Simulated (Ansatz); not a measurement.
**Profile along the Gd–Gd line in Gd (hcp, Mg type)**

Gd (hcp, Mg type)

```xyz
2
Lattice="3.6392 0.0000 0.0000 -1.8196 3.1517 0.0000 0.0000 0.0000 5.9092" Properties=species:S:1:pos:R:3 pbc="T T T"
Gd     0.0000     2.1011     4.4319
Gd     1.8196     1.0506     1.4773
```

Fields along a shortest Gd–Gd line of a (0001) plane (3.64 Å), from Gd to Gd, interpolated on the slice's grid (step about 0.3 Å). Level of theory: r2SCAN (plane waves to 500 eV, PAW, scalar-relativistic; Ansatz, an electronic-structure program). k mesh 15×15×8. Near the nuclei the fields are pseudised (PAW); where an atom keeps semicore shells as valence, they peak there. Gd was relaxed with its symmetry unable to fall. Relaxed Gd ends ferromagnetic. The magnetic order is the one the run started from; other orders were not tried. The filling of the f shell was not checked against other fillings, so treat energies with care.

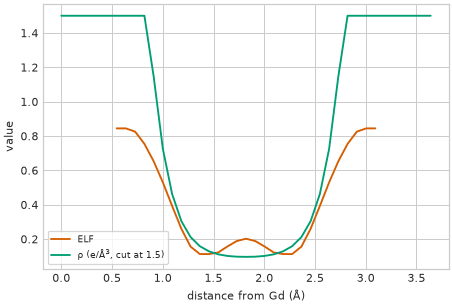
Fig. 1. ELF (away from the nuclei) and valence density from Gd to Gd.

Density on the Gd–Gd line (3.64 Å) at its midpoint: 0.10 e/Å³. ELF at that point: 0.20.
